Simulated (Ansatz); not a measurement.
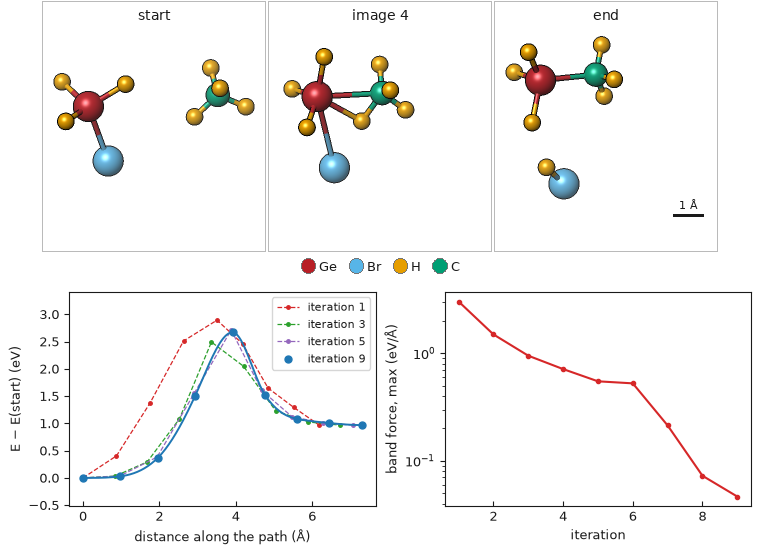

A nudged-elastic-band calculation for CH$_{7}$BrGe, made up of GeH₃Br and CH4. Images are numbered from 0 (start) to 8 (end). The plot follows the band through its iterations. The picture is a ball-and-stick view, seen at a tilt.

Method: Ansatz, RKS PBE0/def2-SVP. Run with 7 movable images; climbing image; force threshold 0.05 eV/Å; iteration limit 60; starting path through a guess of the saddle point.

### Judge this run.

The result is final at these settings. The band converged in 9 iterations. The largest component of the band force went from 3 to 0.046 eV/Å. The climbing image converged on the top of the path. Its vibrational analysis gives one imaginary mode (545i cm⁻¹), as a transition state must have. The first iteration put the highest image at 2.89 eV. The energy climbs by 2.67 eV to image 4 and then falls by 1.70 eV, so the end point sits at +0.97 eV.

Limits of the set-up: the start holds two separate molecules, 3.0 Å apart at their closest, whose relative position is a soft coordinate and is computed without a dispersion correction.
